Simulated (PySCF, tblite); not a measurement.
# C₄H₁₁FO₂Si: geometry, infrared bands and NMR shifts

What infrared bands and NMR shifts should C₄H₁₁FO₂Si (`CO[Si](C)(CF)OC`) show?

Computed with tblite 0.8.0 and PySCF 2.14.0, with density-fitted response routines of our own, on a single molecule in the gas phase. Atoms are numbered from 0 throughout.

## 1. The molecule as given

19 atoms, charge 0, multiplicity 1; geometry from: force field or distance geometry start.

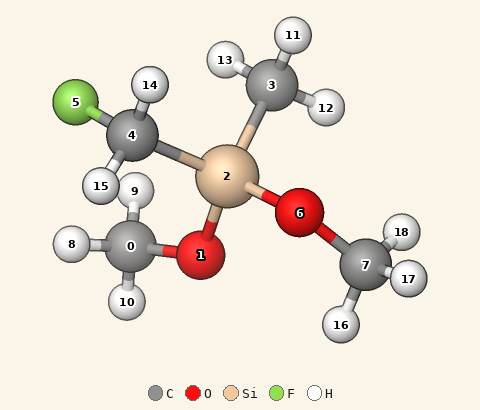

The starting geometry (carbon grey, oxygen red, silicon light orange, fluorine green, hydrogen white), atoms numbered.

## 2. Geometry optimisation with GFN2-xTB

The job: settings as JSON, then the geometry in Å.

```
{"job": {"kind": "relax", "xc": "GFN2-xTB", "basis": "xTB"}, "charge": 0, "multiplicity": 1}
C     -1.960800    -0.639400     1.133900
O     -0.577100    -0.380500     1.163500
Si     0.173200     0.295400    -0.168900
C      0.256100    -0.956000    -1.575400
C     -0.782800     1.792200    -0.806800
F     -2.023600     1.393000    -1.229800
O      1.718300     0.751900     0.278600
C      2.483300    -0.140900     1.086000
H     -2.532100     0.296400     1.103800
H     -2.245900    -1.278500     0.293200
H     -2.246400    -1.163600     2.053400
H      0.791600    -0.551100    -2.421800
H      0.774400    -1.863900    -1.225000
H     -0.742300    -1.249400    -1.899000
H     -0.276400     2.258200    -1.666000
H     -0.916300     2.548100    -0.020600
H      2.027200    -0.269100     2.075400
H      3.471500     0.281600     1.220600
H      2.598400    -1.115000     0.597600
```

Started as:

```
OMP_NUM_THREADS=1 python probes_run.py task.json out
```

This one command runs all jobs of the session in turn.

The log of the run:

```text
step      E/eV     max force
  0    -784.41024    1.569
  1    -784.48372    0.738
  2    -784.50876    0.378
  3    -784.52403    0.424
  4    -784.53624    0.258
  5    -784.54421    0.252
  6    -784.55232    0.235
  7    -784.55925    0.196
  8    -784.56533    0.160
  9    -784.57000    0.162
 10    -784.57359    0.137
 11    -784.57659    0.151
 12    -784.57958    0.174
 13    -784.58282    0.165
 14    -784.58632    0.124
 15    -784.58989    0.177
 16    -784.59318    0.154
 17    -784.59575    0.131
 18    -784.59771    0.110
 19    -784.59956    0.095
 20    -784.60165    0.120
 21    -784.60401    0.118
 22    -784.60630    0.118
 23    -784.60839    0.100
 24    -784.61074    0.102
 25    -784.61354    0.117
 26    -784.61602    0.112
 27    -784.61751    0.076
 28    -784.61833    0.068
 29    -784.61905    0.064
 30    -784.61994    0.068
 31    -784.62083    0.071
 32    -784.62146    0.049
 33    -784.62185    0.043
 34    -784.62220    0.041
 35    -784.62254    0.042
 36    -784.62283    0.037
 37    -784.62304    0.033
 38    -784.62325    0.034
 39    -784.62355    0.038
 40    -784.62391    0.048
 41    -784.62421    0.038
 42    -784.62439    0.029
 43    -784.62453    0.031
 44    -784.62469    0.032
 45    -784.62495    0.041
 46    -784.62532    0.049
 47    -784.62583    0.053
 48    -784.62652    0.067
 49    -784.62748    0.071
 50    -784.62866    0.080
 51    -784.62979    0.084
 52    -784.63077    0.075
 53    -784.63156    0.054
 54    -784.63208    0.049
 55    -784.63256    0.061
 56    -784.63321    0.067
 57    -784.63391    0.083
 58    -784.63463    0.057
 59    -784.63526    0.050
 60    -784.63577    0.060
 61    -784.63609    0.048
 62    -784.63634    0.027
 63    -784.63644    0.025
 64    -784.63650    0.020
 65    -784.63658    0.029
 66    -784.63667    0.023
 67    -784.63680    0.026
 68    -784.63689    0.026
 69    -784.63702    0.032
 70    -784.63719    0.036
 71    -784.63736    0.024
 72    -784.63748    0.028
 73    -784.63761    0.029
 74    -784.63783    0.043
 75    -784.63823    0.066
 76    -784.63881    0.071
 77    -784.63934    0.045
 78    -784.63969    0.034
 79    -784.63992    0.033
 80    -784.64009    0.033
 81    -784.64023    0.030
 82    -784.64034    0.033
 83    -784.64043    0.024
 84    -784.64055    0.024
 85    -784.64069    0.028
 86    -784.64093    0.032
 87    -784.64110    0.023
 88    -784.64119    0.017
 89    -784.64122    0.013
 90    -784.64125    0.010
 91    -784.64128    0.009
```

Wall time 0.66 s (1 thread of Arm Neoverse V1, shared host); peak memory 0.18 GiB.

Step by step: (not every step is listed)

```tsv
step	energy from step 0 (eV)	largest force (eV/Å)
0	0.0000	1.5688
1	-0.0735	0.7376
2	-0.0985	0.3777
3	-0.1138	0.4244
4	-0.1260	0.2577
5	-0.1340	0.2524
6	-0.1421	0.2353
7	-0.1490	0.1960
8	-0.1551	0.1604
15	-0.1796	0.1770
22	-0.1961	0.1180
29	-0.2088	0.0635
36	-0.2126	0.0372
43	-0.2143	0.0310
50	-0.2184	0.0802
57	-0.2237	0.0829
64	-0.2263	0.0203
71	-0.2271	0.0237
78	-0.2294	0.0345
85	-0.2304	0.0277
86	-0.2307	0.0324
87	-0.2309	0.0227
88	-0.2310	0.0168
89	-0.2310	0.0132
90	-0.2310	0.0100
91	-0.2310	0.0088
```

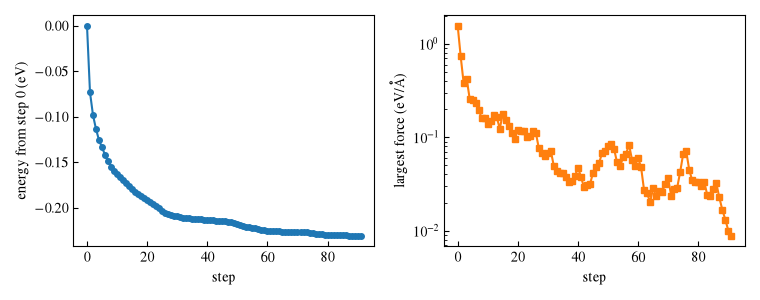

Energy and largest force along the relaxation.

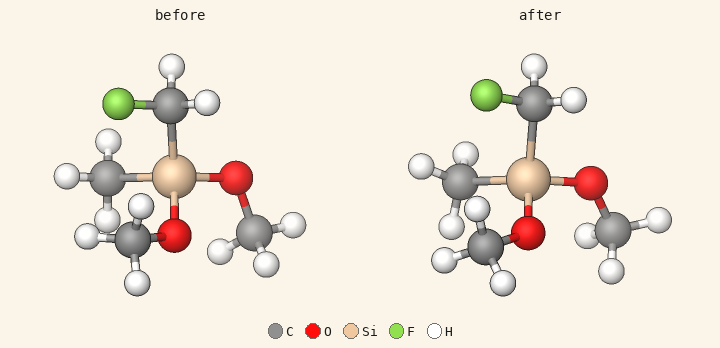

The geometry before (left) and after (right).

Close pairs (by a distance rule), those that changed most:

```tsv
bond	before (Å)	after (Å)	change (Å)
Si2–O6	1.672	1.620	-0.053
O1–Si2	1.672	1.630	-0.042
Si2–C4	1.887	1.917	+0.030
O6–C7	1.426	1.402	-0.024
Si2–C3	1.884	1.907	+0.022
C4–F5	1.370	1.387	+0.017
C3–H12	1.103	1.088	-0.015
C4–H14	1.101	1.090	-0.010
```

The end geometry stands in the next job.

## 3. Vibrational analysis with GFN2-xTB

The job: settings as JSON, then the geometry in Å.

```
{"job": {"kind": "ir", "xc": "GFN2-xTB", "basis": "xTB"}, "charge": 0, "multiplicity": 1}
C     -2.045467    -0.772841     1.187497
O     -0.718475    -0.317958     1.120163
Si     0.107571     0.248711    -0.165363
C      0.165258    -1.036304    -1.572827
C     -0.616106     1.904892    -0.804221
F     -1.931421     1.717547    -1.202217
O      1.554733     0.717477     0.390522
C      2.519325    -0.061085     1.045990
H     -2.733573    -0.017828     0.805907
H     -2.167243    -1.686809     0.603261
H     -2.271399    -0.977883     2.233918
H      0.926411    -0.793766    -2.308539
H      0.387259    -2.029400    -1.188102
H     -0.783893    -1.095744    -2.097968
H     -0.092684     2.303990    -1.673562
H     -0.640614     2.675750    -0.031548
H      2.077366    -0.592190     1.889389
H      3.299512     0.610515     1.403658
H      2.953638    -0.787822     0.356581
```

The log of the run:

```text
mode    cm-1     km/mol
  1      46.9      6.02
  2      61.8      1.35
  3      78.5      5.23
  4      82.9      0.89
  5      95.5      0.07
  6     102.9      0.52
  7     109.8      1.45
  8     121.4      2.09
  9     157.0      1.01
 10     211.5      6.54
 11     238.8      5.95
 12     277.1     12.58
 13     290.6     45.08
 14     387.1     44.45
 15     623.1      6.82
 16     714.4      5.18
 17     734.3     22.42
 18     772.6     27.37
 19     803.4    175.58
 20     835.6    166.00
 21     850.6    189.15
 22    1022.2     38.22
 23    1126.5     72.46
 24    1129.2    218.35
 25    1131.8      9.95
 26    1135.1     62.07
 27    1149.0     88.71
 28    1152.5    109.38
 29    1197.2     27.89
 30    1277.5      0.98
 31    1379.7     29.57
 32    1405.0      0.82
 33    1413.1      1.14
 34    1445.4      4.68
 35    1473.7      3.50
 36    1475.2      4.74
 37    1480.0      6.38
 38    1481.9      2.64
 39    1484.0      0.98
 40    1487.1      0.70
 41    2957.3     35.18
 42    2964.5     27.21
 43    2970.0     42.18
 44    2979.7     23.21
 45    2983.9     20.26
 46    2985.9     35.08
 47    2993.7     23.85
 48    2995.6     26.26
 49    3022.9     29.18
 50    3043.6     23.17
 51    3047.3     10.47
```

It took 0.72 s on 1 thread of Arm Neoverse V1, shared host; peak memory 0.18 GiB.

The strongest bands and the atoms that carry them (share of the mass-weighted mode):

```tsv
cm⁻¹	km/mol	atoms
803	175.6	Si2 35 %, C3 17 %, H12 11 %
836	166.0	H12 26 %, Si2 21 %, H13 21 %, C3 14 %
851	189.2	Si2 30 %, H11 21 %, H13 12 %
1126	72.5	H18 34 %, H16 21 %, C7 16 %
1129	218.3	O6 19 %, C7 19 %, H16 17 %, O1 15 %
1135	62.1	O1 18 %, C0 18 %, H8 14 %, H17 13 %
1149	88.7	H10 33 %, O1 17 %, C0 16 %, H8 14 %
1152	109.4	O6 33 %, C7 20 %, H17 19 %
```

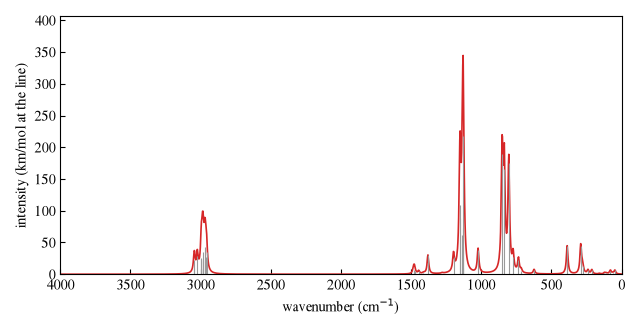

The infrared spectrum from these modes, unscaled. Lines are broadened to a width of 14 cm⁻¹ (Lorentzian).

## 4. Nuclear shieldings: PBE0/pcSseg-1

The job, as its differences from that of step 3:

```diff
@@ -1,2 +1,2 @@
-{"job": {"kind": "ir", "xc": "GFN2-xTB", "basis": "xTB"}, "charge": 0, "multiplicity": 1}
+{"job": {"kind": "nmr", "xc": "PBE0", "basis": "pcSseg-1"}, "charge": 0, "multiplicity": 1}
 C     -2.045467    -0.772841     1.187497
```

Level: GIAO PBE0/pcSseg-1 NMR shielding, non-relativistic, gas phase.

The log of the run:

```text
coarse grid: 16048 points
cycle   1  E = -698.0326518689  dE =  8.173e-01  |g| = 9.702e-01  |ddm| = 3.723e+00
cycle   2  E = -697.8463237779  dE =  1.863e-01  |g| = 1.420e+00  |ddm| = 1.802e+00
cycle   3  E = -698.1962600338  dE = -3.499e-01  |g| = 1.200e-01  |ddm| = 1.199e+00
cycle   4  E = -698.1988731041  dE = -2.613e-03  |g| = 4.630e-02  |ddm| = 1.161e-01
cycle   5  E = -698.1993265758  dE = -4.535e-04  |g| = 9.682e-03  |ddm| = 3.678e-02
cycle   6  E = -698.1993403090  dE = -1.373e-05  |g| = 4.409e-03  |ddm| = 8.446e-03
cycle   7  E = -698.1993437477  dE = -3.439e-06  |g| = 4.970e-04  |ddm| = 2.936e-03
final grid: 149872 points
cycle   8  E = -698.2736674057  dE = -3.372e-05  |g| = 1.371e-02  |ddm| = 2.289e-02
cycle   9  E = -698.2736348870  dE =  3.252e-05  |g| = 1.937e-02  |ddm| = 1.906e-02
cycle  10  E = -698.2737029532  dE = -6.807e-05  |g| = 1.618e-03  |ddm| = 1.204e-02
cycle  11  E = -698.2737034975  dE = -5.443e-07  |g| = 1.833e-04  |ddm| = 1.409e-03
cycle  12  E = -698.2737035025  dE = -4.979e-09  |g| = 8.564e-05  |ddm| = 1.746e-04
cycle  13  E = -698.2737035035  dE = -9.718e-10  |g| = 2.653e-05  |ddm| = 6.282e-05
converged SCF energy = -698.2737035035

GIAO shielding tensors (ppm)
atom      isotropic    diamagn.    paramagn.     s11        s22        s33       span
  0 C      133.789     243.046    -109.257    108.061    108.588    184.718     76.657
  1 O      309.398     401.359     -91.961    248.437    319.113    360.646    112.209
  2 Si     372.069     882.682    -510.612    346.301    368.566    401.340     55.039
  3 C      192.859     258.511     -65.652    183.132    195.956    199.490     16.357
  4 C      104.057     253.626    -149.569     58.284     81.252    172.636    114.352
  5 F      488.546     474.660      13.887    435.187    499.043    531.408     96.221
  6 O      310.723     399.614     -88.891    238.683    340.289    353.198    114.515
  7 C      135.017     242.943    -107.926    108.252    111.464    185.333     77.081
  8 H       27.709      29.431      -1.722     22.699     26.746     33.682     10.983
  9 H       28.001      29.930      -1.929     23.568     26.326     34.109     10.541
 10 H       27.782      28.178      -0.396     23.413     25.400     34.533     11.120
 11 H       31.708      31.950      -0.243     27.543     28.511     39.069     11.526
 12 H       31.593      32.982      -1.388     27.480     29.029     38.270     10.790
 13 H       31.215      32.425      -1.210     27.167     29.178     37.300     10.133
 14 H       27.198      31.143      -3.945     23.035     27.529     31.028      7.993
 15 H       26.941      31.256      -4.314     22.745     27.373     30.707      7.962
 16 H       27.776      29.775      -1.999     22.899     26.332     34.097     11.198
 17 H       27.906      27.761       0.145     23.387     25.437     34.895     11.509
 18 H       28.054      29.417      -1.363     23.319     26.273     34.571     11.251
```

Run time: 39 s. Hardware: 1 thread of Arm Neoverse V1, shared host; peak memory 0.79 GiB.

The references, computed at this level on geometries of the same kind, shield at (ppm): ¹H TMS 31.72, ¹³C TMS 186.9, ²⁹Si TMS 349.2, ¹⁹F CFCl3 170.9, ¹⁷O H2O 336.1. Their shielding less the atom's gives the shift. The references are single molecules in the gas phase, so shifts against H2O, NH3, PH3, H3PO4 or CFCl3 are not on the usual liquid scales and can be off by tens of ppm. Atoms listed in one row are averaged.

```tsv
atoms	environment	σ (ppm)	δ (ppm)	δ scaled to CDCl3
C4	sp3 CH2 bonded to F and Si	104.1	82.9	79.0
C0, C7	methyl carbon bonded to O	134.4	52.5	49.3
C3	methyl carbon bonded to Si	192.9	-5.9	-7.7
H14, H15	hydrogen on an sp3 CH2 bonded to F and Si	27.07	4.65	4.49
H8, H9, H10, H16, H17, H18	hydrogen on a methyl carbon bonded to O	27.87	3.85	3.73
H11, H12, H13	hydrogen on a methyl carbon bonded to Si	31.51	0.21	0.30
O1, O6	oxygen bonded to C, Si	310.1	26.0	–
Si2	silicon bonded to 2 C, 2 O	372.1	-22.9	–
F5	fluorine on an sp3 carbon	488.5	-317.6	–
```

The scaled column applies a straight-line fit of computed shieldings to shifts measured in CDCl3, and one for carbons that bear F (root-mean-square error 0.16 ppm for H, 1.9 ppm for C).

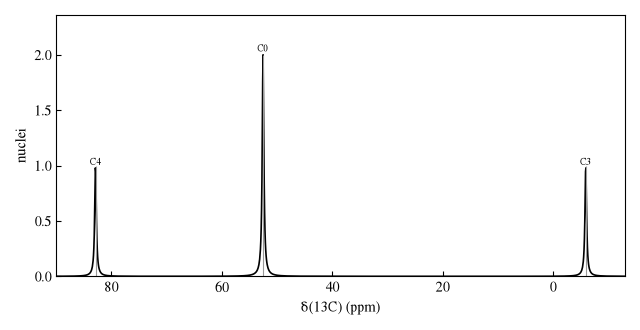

¹³C lines at the computed shifts, without couplings. Lines are broadened to a width of 0.36 ppm (Lorentzian).

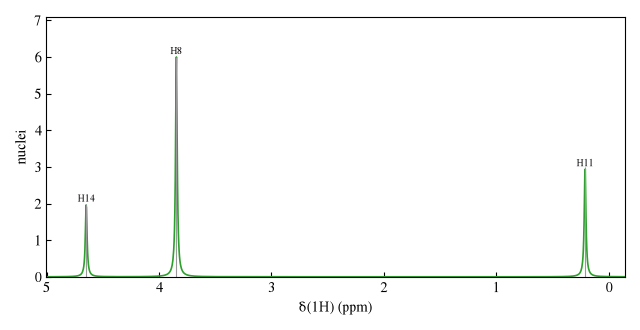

¹H lines at the computed shifts, without couplings. Lines are broadened to a width of 0.02 ppm (Lorentzian).

The run also stored atomic charges by several schemes (e):

```tsv
atoms	Mulliken	IAO	Hirshfeld	ESP fit
C0, C7	-0.01	-0.20	-0.03	-0.12
O1, O6	-0.64	-0.64	-0.23	-0.46
Si2	1.21	1.44	0.48	0.98
C3	-0.68	-0.77	-0.22	-0.57
C4	-0.17	-0.28	-0.08	-0.21
F5	-0.36	-0.34	-0.13	-0.22
```

Hirshfeld charges:

C0 -0.03; O1 -0.23; Si2 0.48; C3 -0.22; C4 -0.08; F5 -0.13; O6 -0.23; C7 -0.03; H8 0.04; H9 0.04; H10 0.05; H11 0.04; H12 0.04; H13 0.04; H14 0.04; H15 0.04; H16 0.04; H17 0.05; H18 0.04

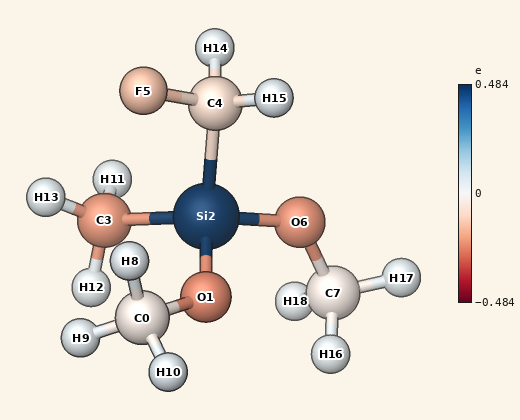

Hirshfeld charges, as colours on the atoms.

Mayer bond orders: C0–O1 0.90, O1–Si2 0.99, Si2–C3 0.93, Si2–C4 0.85, C4–F5 0.81, Si2–O6 1.03, O6–C7 0.89.

Orbitals, density, ELF and potential are computed afterwards from the orbital file.

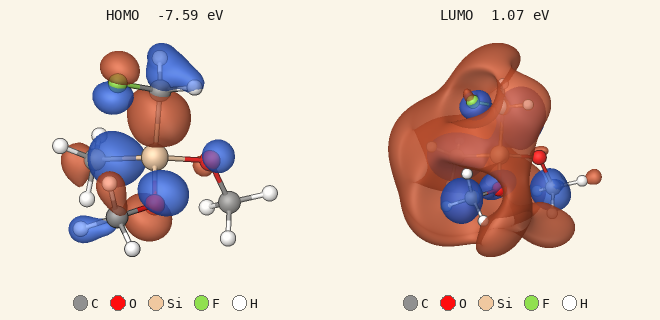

Frontier orbitals at PBE0/pcSseg-1; each surface holds 70 % of the orbital's density, blue and red mark the sign.

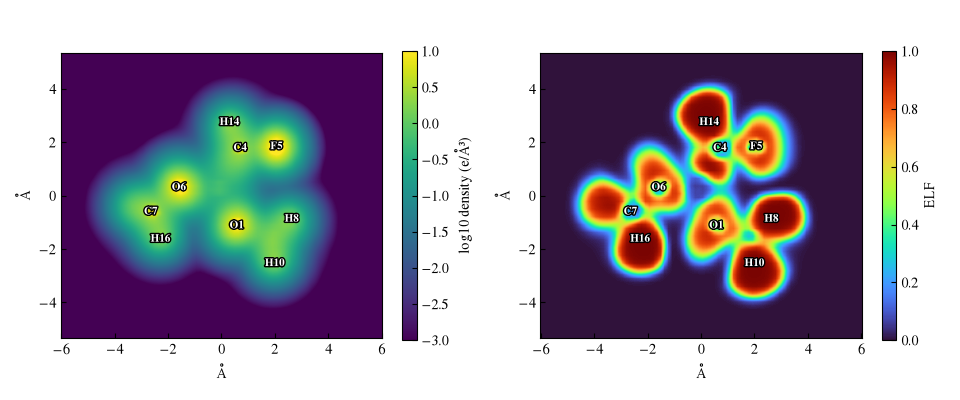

Density (left) and ELF (right) in a plane through or near 9 of the atoms.

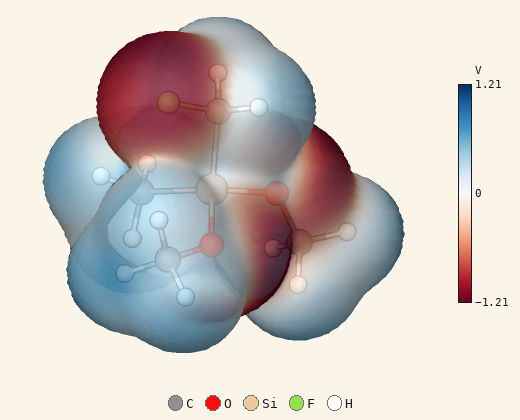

Electrostatic potential on the surface of density 0.002 e/bohr³; red is low, blue high. It runs from -1.21 V near O1 to 0.77 V near H12.

## 5. What came out

| quantity | value |
| --- | --- |
| strongest single infrared mode (GFN2-xTB) | 1129 cm⁻¹, 218 km/mol |
| zero-point energy (GFN2-xTB) | 93.5 kcal/mol |
| ¹³C shifts against TMS (PBE0/pcSseg-1, means over atoms taken as alike) | 82.9, 52.5, -5.9 ppm |
| ¹H shifts against TMS (PBE0/pcSseg-1, means over atoms taken as alike) | 4.65, 3.85, 0.21 ppm |
| ¹⁷O shifts against H2O (PBE0/pcSseg-1, means over atoms taken as alike) | 26.0 ppm |
| ²⁹Si shifts against TMS (PBE0/pcSseg-1) | -22.9 ppm |
| ¹⁹F shifts against CFCl3 (PBE0/pcSseg-1) | -317.6 ppm |
| surface potential, least and greatest | -1.21 V and 0.77 V |

**Reading.** Relaxing lowered the energy by 0.231 eV in 91 steps; the close pair that moved most is Si2–O6, from 1.672 to 1.620 Å. No mode is imaginary among the 51: a minimum at this level. GFN2-xTB is a fitted tight-binding method: band positions and strengths are rough. Its intensities can rank the bands wrongly. H14, H15 (mean) (hydrogen on an sp3 CH2 bonded to F and Si) lies farthest downfield among hydrogen, at 4.65 ppm; its carbon carries F, hence the downfield position.
